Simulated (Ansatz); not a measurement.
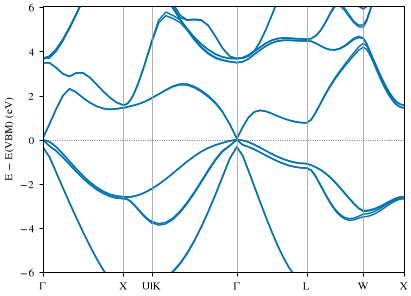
Figure. Band structure from the program Ansatz at the PBE with spin–orbit coupling level (PAW)

Question: Read off the gap and where the band edges lie.

Answer: About 0.1 eV (0.06 eV by a search for the band edges); maximum at Γ, minimum at Γ.

The material is GaAs (zinc blende, F-43m).

Symmetry was held in the PBE relaxation; phonons on a q-mesh show no instability.

Potentials: the later of the program's two PAW sets.
